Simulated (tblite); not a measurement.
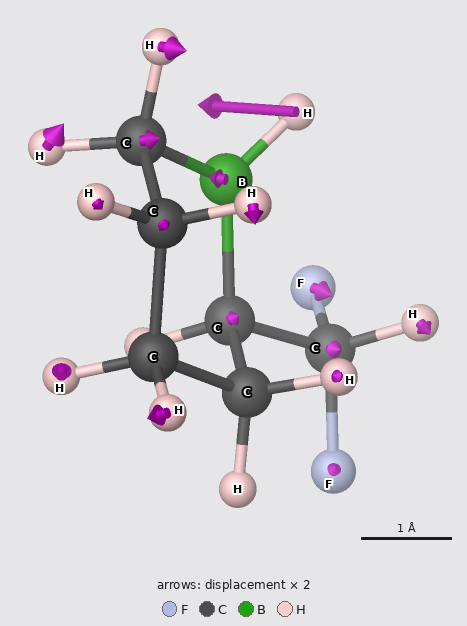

This is a relaxation of C6H11BF2. The starting structure is drawn; purple arrows show the displacements, magnified 2 times. The two geometries are superimposed by the best rigid fit.

Style: ball-and-stick. Shown from a free direction.

These are results of tblite 0.8.0, GFN2-xTB geometry optimisation, gas phase, not measurements. 

Atoms of which element are displaced furthest, and by how much?

Answer. Hydrogen: up to 0.68 Å, against 0.14 Å for fluorine.

What did the optimiser do to the structure, and how much energy did it gain?

Answer. After 83 geometry steps the energy has fallen by 0.212 eV. The atom that moves furthest after the best rigid fit is an H atom (0.68 Å). Largest moves by element: H 0.68 Å, F 0.14 Å, C 0.12 Å, B 0.11 Å. Near-neighbour distances that change, for instance: B–C 1.598 → 1.568 Å, C–F 1.390 → 1.363 Å, C–H 1.127 → 1.101 Å, B–C 1.605 → 1.583 Å. Bond angles that change, for instance: B–C–C 109.9° → 114.8°, B–C–C 109.1° → 113.9°, B–C–H 109.0° → 113.2°. Groups turn about B–C by about 25°, B–C by about 25°. The run took 0.4 s on 1 thread of Intel(R) Xeon(R) 6975P-C (shared host).
